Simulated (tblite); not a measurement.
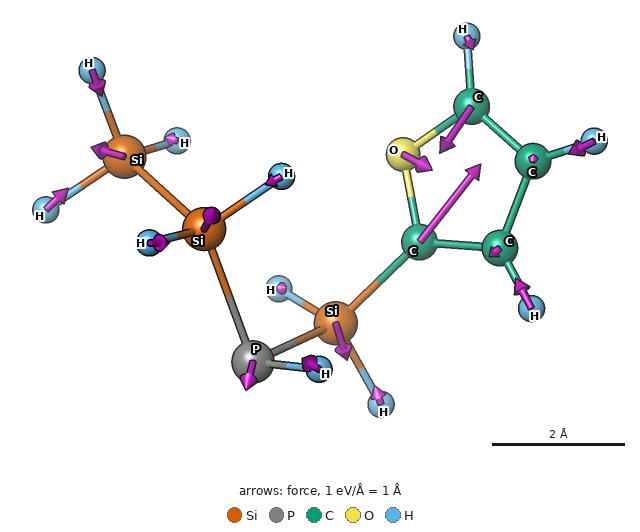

Starting geometry of C4H11OPSi3 with the computed forces as purple arrows. A ball-and-stick model, seen face on.

These are results of GFN2-xTB geometry optimisation, gas phase (tblite 0.8.0), not measurements. 

Q: What follows when this structure is relaxed?

A: It isn't relaxed: the largest force vector, on a C atom, is 1.53 eV/Å. The final displacements have little in common with the starting forces (cosine between the two patterns 0.09). The energy falls by 0.188 eV in 146 geometry steps. The atom that moves furthest after the best rigid fit is an H atom (0.79 Å). Largest moves by element: H 0.79 Å, C 0.52 Å, O 0.51 Å, Si 0.48 Å, P 0.30 Å. Among the contacts that change: Si–Si 2.284 → 2.317 Å, H–Si 1.500 → 1.472 Å, H–P 1.403 → 1.378 Å, P–Si 2.223 → 2.248 Å. Bond angles that change, for instance: Si–Si–P 116.1° → 111.1°, Si–P–Si 98.2° → 102.8°, C–Si–H 112.6° → 108.6°. Groups turn about C–Si by about 30°, P–Si by about 25°.
